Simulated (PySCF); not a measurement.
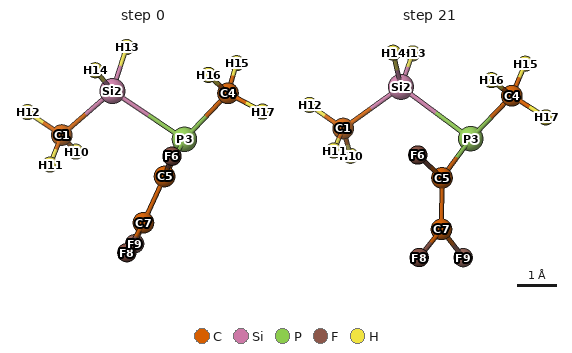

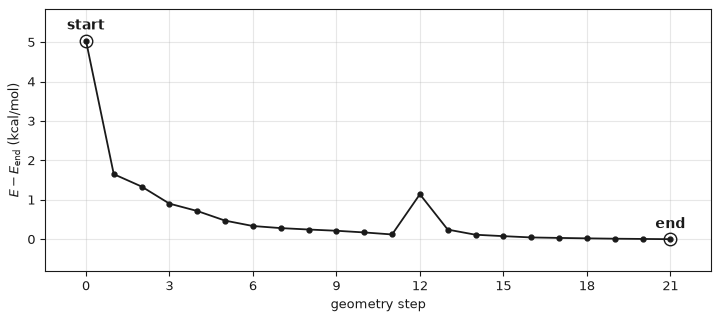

First and last geometry of a relaxation of C4H8F3PSi, with the history of the run. The picture is a ball-and-stick view, seen from a free direction.

The start comes from GFN2-xTB. Its atoms were then displaced at random by about 0.01 Å.

All numbers below come from PBE0-D3(BJ)/def2-SVP geometry optimisation, gas phase in PySCF 2.14.0, density-fitted response routines. 

Question: Read the history and describe the run.

Answer: It converged. The largest move after the best rigid fit is that of F9, 1.17 Å. Largest moves by element: F 1.17 Å, H 0.64 Å, C 0.38 Å, Si 0.24 Å, P 0.05 Å. Near-neighbour distances that change, for instance: C1–H11 1.059 → 1.101 Å, C1–Si2 1.902 → 1.876 Å, C1–H10 1.075 → 1.100 Å, Si2–P3 2.256 → 2.277 Å. Among the angles between lasting bonds that change: C5–C7–F8 128.0° → 124.0°, C5–C7–F9 120.9° → 124.3°, P3–C4–H15 105.1° → 108.5°. Groups turn about P3–C5 by about 35°, Si2–P3 by about 20°. After 21 geometry steps the energy has fallen by 5.04 kcal/mol. The run took 4.3 min on 1 thread of Intel(R) Xeon(R) 6975P-C, with other jobs on the host.

```json
{"step": "0", "E − E(0), kcal/mol": "0.00"}
{"step": "1", "E − E(0), kcal/mol": "-3.39"}
{"step": "2", "E − E(0), kcal/mol": "-3.70"}
{"step": "3", "E − E(0), kcal/mol": "-4.14"}
{"step": "4", "E − E(0), kcal/mol": "-4.32"}
{"step": "5", "E − E(0), kcal/mol": "-4.57"}
{"step": "6", "E − E(0), kcal/mol": "-4.71"}
{"step": "7", "E − E(0), kcal/mol": "-4.76"}
{"step": "8", "E − E(0), kcal/mol": "-4.79"}
{"step": "9", "E − E(0), kcal/mol": "-4.83"}
{"step": "10", "E − E(0), kcal/mol": "-4.87"}
{"step": "11", "E − E(0), kcal/mol": "-4.92"}
{"step": "12", "E − E(0), kcal/mol": "-3.90"}
{"step": "13", "E − E(0), kcal/mol": "-4.80"}
{"step": "14", "E − E(0), kcal/mol": "-4.93"}
{"step": "15", "E − E(0), kcal/mol": "-4.96"}
{"step": "16", "E − E(0), kcal/mol": "-4.99"}
{"step": "17", "E − E(0), kcal/mol": "-5.01"}
{"step": "18", "E − E(0), kcal/mol": "-5.02"}
{"step": "19", "E − E(0), kcal/mol": "-5.03"}
{"step": "20", "E − E(0), kcal/mol": "-5.03"}
{"step": "21", "E − E(0), kcal/mol": "-5.04"}
```
